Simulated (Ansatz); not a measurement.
Profile along the N–Cu line in Cu3N (ReO3 type, space group Pm-3m)

Cu3N (ReO3 type, space group Pm-3m)

```cif
data_Cu3N
_chemical_formula_sum 'N1 Cu3'
_space_group_name_H-M_alt 'Pm-3m'
_space_group_IT_number 221
_space_group_name_Hall '-P 4 2 3'
_cell_length_a 3.82697
_cell_length_b 3.82697
_cell_length_c 3.82697
_cell_angle_alpha 90.000
_cell_angle_beta 90.000
_cell_angle_gamma 90.000
loop_
_atom_site_label
_atom_site_type_symbol
_atom_site_symmetry_multiplicity
_atom_site_Wyckoff_symbol
_atom_site_fract_x
_atom_site_fract_y
_atom_site_fract_z
_atom_site_occupancy
N1 N 1 a 0.00000 0.00000 0.00000 1
Cu1 Cu 3 d 0.00000 0.00000 0.50000 1
```

Fields along a shortest N–Cu line of a {100} plane (1.91 Å), from N to Cu, interpolated on the slice's grid (step about 0.1 Å). The numbers are results of PBE (plane waves to 420 eV, PAW, scalar-relativistic; Ansatz, an electronic-structure program), not measurements. k mesh 9×9×9. Inside the PAW spheres the values are not all-electron values, and peaks at nuclei hang on which shells count as valence. Cu3N is run without spin polarisation. Cu3N was relaxed with its symmetry unable to fall.

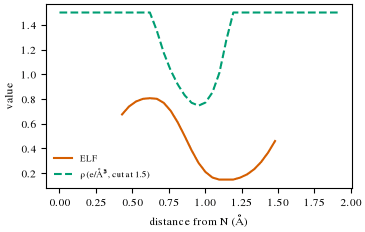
*ELF (away from the nuclei) and valence density from N to Cu.*

Density on the N–Cu line (1.91 Å) at its midpoint: 0.75 e/Å³. ELF at that point: 0.28.
